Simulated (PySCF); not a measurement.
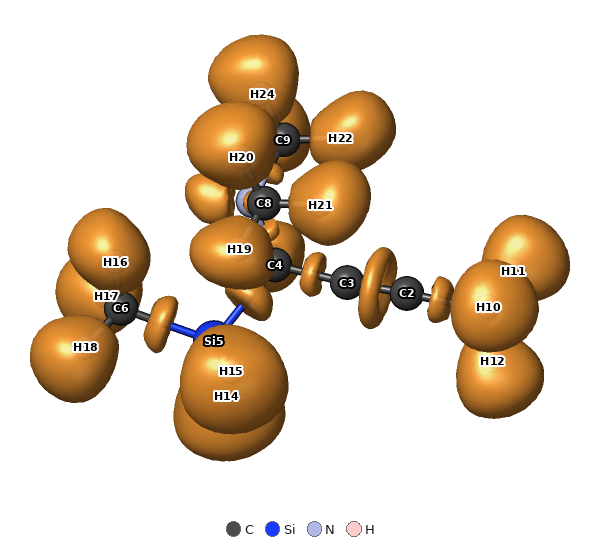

Figure 1: C7H15NSi. Isosurface of the ELF at 0.85 (orange), seen across its widest extent. Core shells and regions of very low density are left out.

Geometry: GFN2-xTB.

Level of theory: PySCF, PBE0/pcSseg-1, SCF density, gas phase, non-relativistic.

```yaml
atoms:
  - { symbol: C, position_ang: [2.6474, -2.6673, -0.8764] }
  - { symbol: C, position_ang: [1.8463, -1.5469, -0.4259] }
  - { symbol: C, position_ang: [1.2220, -0.5921, -0.0530] }
  - { symbol: C, position_ang: [0.3603, 0.4888, 0.3882] }
  - { symbol: Si, position_ang: [0.2586, 1.8948, -0.9232] }
  - { symbol: C, position_ang: [-1.1050, 3.0986, -0.3915] }
  - { symbol: N, position_ang: [-0.9781, 0.0453, 0.7867] }
  - { symbol: C, position_ang: [-1.6624, -0.6925, -0.2523] }
  - { symbol: C, position_ang: [-0.9564, -0.7058, 2.0249] }
  - { symbol: H, position_ang: [2.0937, -3.2498, -1.6134] }
  - { symbol: H, position_ang: [2.9026, -3.3140, -0.0361] }
  - { symbol: H, position_ang: [3.5682, -2.3064, -1.3350] }
  - { symbol: H, position_ang: [0.8142, 0.9298, 1.2860] }
  - { symbol: H, position_ang: [1.5715, 2.5551, -0.9599] }
  - { symbol: H, position_ang: [-0.0011, 1.3559, -2.2656] }
  - { symbol: H, position_ang: [-2.0310, 2.5749, -0.1748] }
  - { symbol: H, position_ang: [-0.8216, 3.6446, 0.5035] }
  - { symbol: H, position_ang: [-1.3037, 3.8280, -1.1704] }
  - { symbol: H, position_ang: [-1.6985, -0.0951, -1.1611] }
  - { symbol: H, position_ang: [-2.6839, -0.8904, 0.0746] }
  - { symbol: H, position_ang: [-1.1758, -1.6518, -0.4857] }
  - { symbol: H, position_ang: [-0.3929, -1.6481, 1.9425] }
  - { symbol: H, position_ang: [-0.5048, -0.0982, 2.8090] }
  - { symbol: H, position_ang: [-1.9813, -0.9376, 2.3164] }
```

### What do the ELF domains correspond to?

The ELF exceeds this value in three regions between bonded C–C atoms (shared pairs), three regions between bonded C–N atoms (shared pairs), two regions between bonded C–Si atoms (shared pairs), 15 regions around hydrogen nuclei and one lobe on N, pointing away from the bonds (lone pairs).

Values along the shortest contacts:
C–C (1.20 Å): the ELF peaks at about 0.85 between the atoms (a short, multiple covalent bond). C–N (1.45 Å): the ELF peaks at about 0.95 between the atoms, as expected for a shared electron pair.
